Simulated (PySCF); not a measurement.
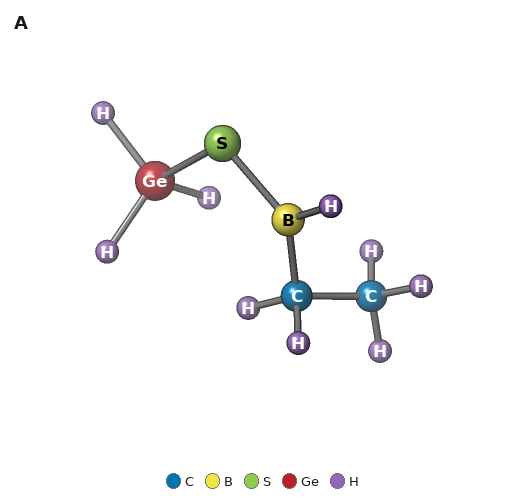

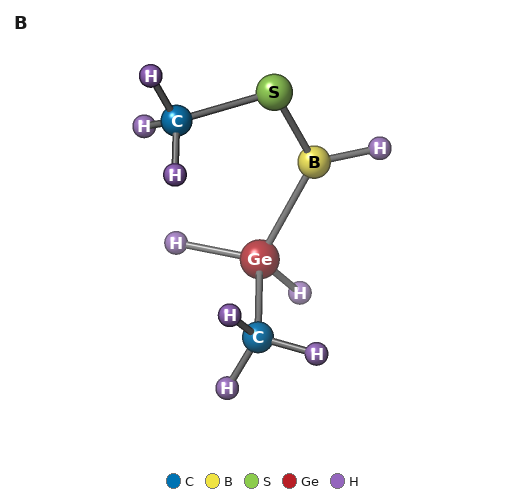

Atoms fade into the background with distance from the viewer. The geometry was computed by an optimisation with PBE0-D3(BJ)/def2-SVP. No frequency run is at hand to confirm it as a minimum.

Are A and B the same structure? If not, how do they differ?

Answer. No. They are constitutional isomers of C2H9BGeS: A is CCB[S][GeH3], B is CS[BH][GeH2][CH3]
